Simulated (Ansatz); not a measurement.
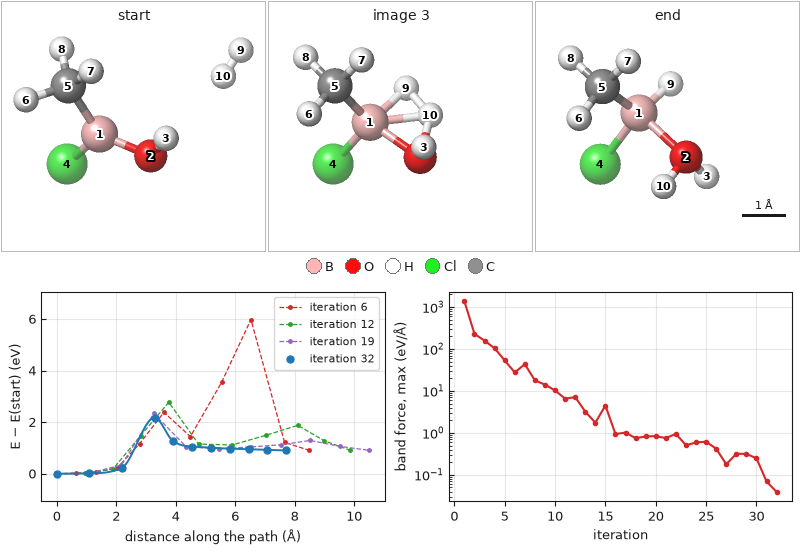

A search for the minimum-energy path of CH6BClO, made up at the start of CH4BClO and H2 by the nudged elastic band. Images are numbered from 0 (start) to 10 (end). The plot follows the band through its iterations. A ball-and-stick model, seen at a tilt.

The calculation used Ansatz 0.2.0, RKS B3LYP-D4/6-31G*. Run with 9 movable images; climbing image; force threshold 0.05 eV/Å; iteration limit 38; starting path through a guess of the saddle point.

Judge this run.

Answer. The result is final at these settings. The band converged in 32 iterations. The largest component of the band force went from 1400 to 0.039 eV/Å. The climbing image converged on the top of the path. Its vibrational analysis gives one imaginary mode (1457i cm⁻¹), as a transition state must have. The first iteration put the highest image at 252.41 eV. The energy climbs by 2.17 eV to image 3 and then falls by 1.27 eV, so the end point sits at +0.91 eV.

Limits of the set-up: the start holds two separate molecules, 2.6 Å apart at their closest, whose relative position is a soft coordinate.

The run took 16 min on 1 thread of AMD EPYC 7R43 64-Core Processor (Zen 3), on a shared host, peak memory 0.16 GiB.
